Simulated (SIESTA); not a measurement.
Convergence study of the cutoff of the real-space grid for VW (Cmm2, 2 atoms in the cell)

```
VW
1.0
    1.55277    -2.23052     0.00000
    1.55277     2.23052     0.00000
    0.00000     0.00000     4.29276
V W
1 1
Direct
  0.00000   0.00000   0.01165
  0.50000   0.50000   0.50000
```

Method of the run: GGA PBEsol, numerical atomic orbitals DZP, PseudoDojo PBEsol standard norm-conserving potentials (rewritten from UPF to PSML) in SIESTA 5.4.2.

Base settings: XC.functional = GGA; XC.authors = PBEsol; potentials = PseudoDojo PBEsol standard; PAO.BasisSize = DZP; PAO.EnergyShift = 0.01 Ry; MeshCutoff = 400 Ry; kgrid.MonkhorstPack = 5 5 3; OccupationFunction = MP; OccupationMPOrder = 0; ElectronicTemperature = 1160.45 K.

The second cell is the first with its lattice scaled by 0.98.

The mesh stays at the base's, so the ladder's end is converged at best in this setting alone.

Only quantities that move along the ladder and can be compared are tabulated.

The starting cell comes from a database of computed structures (which also holds hypothetical and non-ambient phases and stackings), without a prior relaxation at this level. Its lattice was rescaled by up to half a per cent. One atom was moved a little off its site on purpose. Spin polarisation is off. Values carry the incompleteness of an atom-centred basis. In the base run, with a pressure of about -11 GPa the cell is away from its equilibrium volume at this level. Without a gap this mesh is coarse (it stands for a supercell whose shortest vector is 13 Å).

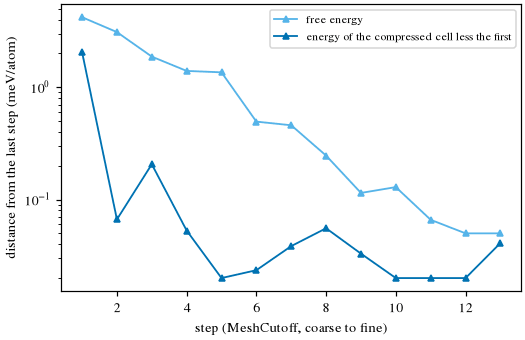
Distance from the last step along the ladder; very small values are drawn at a floor.

```csv
MeshCutoff,free energy less the last step's (meV/atom),energy of the compressed cell less the first (meV/atom),pressure (GPa),largest difference of a force vector from the last step's (eV/Å)
140 Ry (154 Ry used),-4.19,-24.25,-11.08,0.045
160 Ry (170 Ry used),-3.09,-22.13,-11.04,0.006
180 Ry (194 Ry used),-1.87,-21.99,-11.05,0.004
220 Ry (240 Ry used),-1.40,-22.14,-11.11,0.004
240 Ry (245 Ry used),-1.35,-22.18,-11.21,0.000
320 Ry (346 Ry used),-0.49,-22.22,-11.16,0.003
360 Ry (375 Ry used),-0.46,-22.16,-11.24,0.001
400 Ry (436 Ry used),-0.25,-22.25,-11.24,0.001
480 Ry (540 Ry used),-0.11,-22.23,-11.20,0.003
540 Ry (551 Ry used),-0.13,-22.21,-11.25,0.002
600 Ry (614 Ry used),-0.07,-22.19,-11.17,0.001
700 Ry (777 Ry used),-0.02,-22.21,-11.16,0.001
800 Ry (960 Ry used),0.02,-22.24,-11.19,0.000
960 Ry (980 Ry used),0.00,-22.19,-11.18,0.000
```

Coarsest MeshCutoff that holds the forces within 0.01 eV/Å of the last step, with all finer ones: 160 Ry (170 Ry used); the step before is off by 0.045 eV/Å.

Coarsest MeshCutoff that holds the pressure within 0.05 GPa of the last step, with all finer ones: 600 Ry (614 Ry used); the step before is off by 0.07 GPa.

Coarsest MeshCutoff that holds the energy of the compressed cell less the first within 1 meV/atom of the last step, with all finer ones: 160 Ry (170 Ry used); the step before is off by 2.1 meV/atom.

The energy difference between the two cells stays within 1 meV/atom of the last step's from 160 Ry on, the total only from 320 Ry on: much of the error is common to both cells and cancels.

Left out of this page: 3 runs of the series outside the window shown, repeating another row's setting, or not comparable.
